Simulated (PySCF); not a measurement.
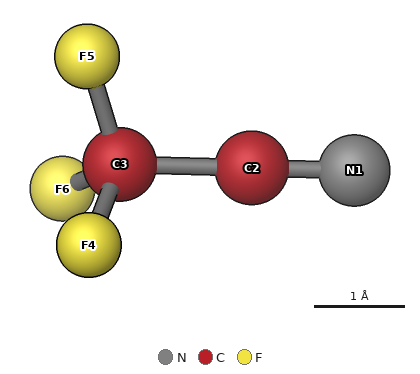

The structure (ball-and-stick view, seen at a tilt; atoms are numbered from 1 in the order of the input). Bond lengths as drawn: C–C 1.49 Å, C–F 1.32 Å and C–N 1.15 Å.

**What a change does: NMR shielding calculation on C2F3N**

System: C2F3N (Acetonitrile, trifluoro-).
Method of run 1: GIAO WP04/pcSseg-2 NMR shielding, non-relativistic, gas phase (PySCF 2.14.0).

The geometry comes from this level: PBE0-D3(BJ)/def2-SVP. Text and figures count atoms from 1; the logs count them from 0 in places.

## Input file, run 1
```
{"job": {"kind": "nmr", "xc": "WP04", "basis": "pcSseg-2", "pop": false}, "charge": 0, "multiplicity": 1}
N      0.608257    -1.649484    -1.286550
C      0.285966    -0.776024    -0.605151
C     -0.128627     0.349294     0.272476
F     -1.449495     0.427312     0.315646
F      0.330501     0.159781     1.499086
F      0.353396     1.489110    -0.195516
```

The first line tells a small driver script what to run in PySCF; the rest is the geometry in Å.

Hardware: 1 CPU thread, shared host.

## Output (run 1)
```
coarse grid: 6496 points
cycle   1  E = -438.1766235350  dE =  1.156e+00  |g| = 1.448e+00  |ddm| = 1.847e+00
cycle   2  E = -437.0232011196  dE =  1.153e+00  |g| = 2.930e+00  |ddm| = 1.744e+00
cycle   3  E = -438.4157650550  dE = -1.393e+00  |g| = 6.150e-01  |ddm| = 1.453e+00
cycle   4  E = -438.4873769598  dE = -7.161e-02  |g| = 1.924e-01  |ddm| = 3.587e-01
cycle   5  E = -438.4948158042  dE = -7.439e-03  |g| = 3.332e-02  |ddm| = 1.177e-01
cycle   6  E = -438.4950418196  dE = -2.260e-04  |g| = 3.838e-03  |ddm| = 2.975e-02
cycle   7  E = -438.4950442658  dE = -2.446e-06  |g| = 7.916e-04  |ddm| = 1.385e-03
final grid: 68224 points
cycle   8  E = -438.4906756392  dE = -9.001e-05  |g| = 4.085e-03  |ddm| = 3.417e-02
cycle   9  E = -438.4906660559  dE =  9.583e-06  |g| = 8.319e-03  |ddm| = 5.134e-03
cycle  10  E = -438.4906775693  dE = -1.151e-05  |g| = 2.098e-03  |ddm| = 3.909e-03
cycle  11  E = -438.4906784080  dE = -8.387e-07  |g| = 5.792e-04  |ddm| = 1.195e-03
cycle  12  E = -438.4906784714  dE = -6.347e-08  |g| = 1.005e-04  |ddm| = 3.117e-04
cycle  13  E = -438.4906784734  dE = -1.947e-09  |g| = 3.240e-05  |ddm| = 1.005e-04
cycle  14  E = -438.4906784735  dE = -1.410e-10  |g| = 7.128e-06  |ddm| = 1.396e-05
converged SCF energy = -438.4906784735

GIAO shielding tensors (ppm)
atom      isotropic    diamagn.    paramagn.     s11        s22        s33       span
  0 N      -55.359     326.648    -382.007   -227.417   -227.323    288.662    516.078
  1 C       60.897     264.705    -203.808    -55.458    -55.448    293.598    349.056
  2 C       50.460     239.872    -189.412     30.192     60.577     60.611     30.420
  3 F      238.225     470.862    -232.637    154.949    217.048    342.678    187.729
  4 F      238.434     470.852    -232.418    155.384    217.476    342.443    187.059
  5 F      238.512     470.855    -232.344    155.538    217.709    342.288    186.750
```

The input of run 2 differs as follows (lines with − go, lines with + come):
```diff
-"xc": "WP04"
+"xc": "wB97X-D"
```

Predict how the results change.

The total energies belong to different methods, so their difference says nothing on which is more stable or more accurate. The HOMO goes from −12.21 to −13.04 eV. The LUMO goes from −3.28 to 1.04 eV. The dipole moment goes from 1.29 to 1.44 D. Of all shieldings, the largest change is that of C3, by +14.9 ppm. The functional changes from WP04 to wB97X-D. Exact exchange removes part of the self-interaction error of semilocal functionals, which pushes filled and empty levels apart. The number of SCF iterations is the same.

## Output (run 2)
```
coarse grid: 6496 points
cycle   1  E = -430.2682922452  dE =  1.177e+00  |g| = 1.137e+00  |ddm| = 1.853e+00
cycle   2  E = -430.0540703428  dE =  2.142e-01  |g| = 1.643e+00  |ddm| = 1.160e+00
cycle   3  E = -430.4994517954  dE = -4.454e-01  |g| = 1.861e-01  |ddm| = 7.258e-01
cycle   4  E = -430.5050531928  dE = -5.601e-03  |g| = 7.775e-02  |ddm| = 1.189e-01
cycle   5  E = -430.5062102346  dE = -1.157e-03  |g| = 1.297e-02  |ddm| = 4.417e-02
cycle   6  E = -430.5062366446  dE = -2.641e-05  |g| = 2.224e-03  |ddm| = 7.731e-03
cycle   7  E = -430.5062380969  dE = -1.452e-06  |g| = 5.128e-04  |ddm| = 2.889e-03
final grid: 68224 points
cycle   8  E = -430.5078514395  dE = -1.686e-04  |g| = 1.091e-02  |ddm| = 4.388e-02
cycle   9  E = -430.5078486827  dE =  2.757e-06  |g| = 1.159e-02  |ddm| = 8.641e-03
cycle  10  E = -430.5078675345  dE = -1.885e-05  |g| = 1.911e-03  |ddm| = 4.853e-03
cycle  11  E = -430.5078681502  dE = -6.157e-07  |g| = 7.443e-04  |ddm| = 1.267e-03
cycle  12  E = -430.5078682563  dE = -1.061e-07  |g| = 2.076e-04  |ddm| = 4.071e-04
cycle  13  E = -430.5078682648  dE = -8.531e-09  |g| = 2.447e-05  |ddm| = 1.335e-04
cycle  14  E = -430.5078682651  dE = -3.090e-10  |g| = 7.283e-06  |ddm| = 4.881e-05
converged SCF energy = -430.5078682651

GIAO shielding tensors (ppm)
atom      isotropic    diamagn.    paramagn.     s11        s22        s33       span
  0 N      -52.281     329.924    -382.205   -221.960   -221.896    287.014    508.975
  1 C       66.077     265.668    -199.591    -48.579    -48.563    295.372    343.951
  2 C       65.347     238.911    -173.564     45.106     75.459     75.477     30.371
  3 F      243.592     467.488    -223.897    165.142    227.635    337.998    172.856
  4 F      243.786     467.484    -223.697    165.546    228.044    337.769    172.223
  5 F      243.835     467.489    -223.653    165.670    228.214    337.622    171.952
```

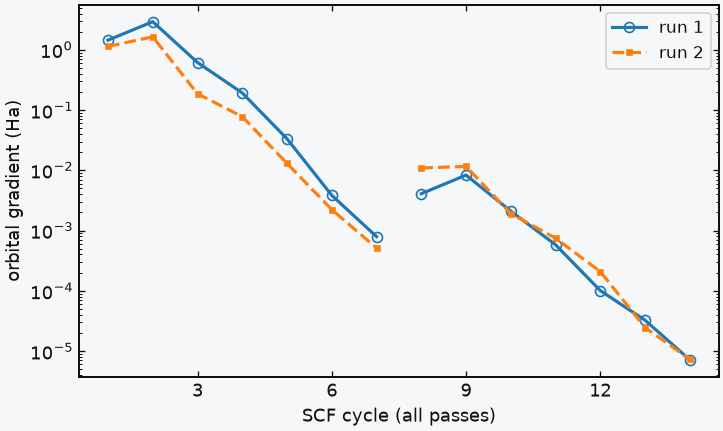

Convergence of the two runs: orbital gradient against the SCF cycle. A break in a curve parts two SCF passes (coarse and final grid). Run 1 takes 14 cycles in all, and run 2 takes 14.

## The two runs side by side

```csv
quantity,run 1,run 2
outcome,converged,converged
total energy (hartree),−438.490678,−430.507868
HOMO (eV),−12.21,−13.04
LUMO (eV),−3.28,1.04
dipole moment (D),1.29,1.44
shielding of N1 (ppm),−55.4,−52.3
shielding of C2 (ppm),60.9,66.1
shielding of C3 (ppm),50.5,65.3
shielding of F4 (ppm),238.2,243.6
shielding of F5 (ppm),238.4,243.8
shielding of F6 (ppm),238.5,243.8
SCF iterations,14,14
basis functions,216,216
wall time (shared host),13 s,15 s
```
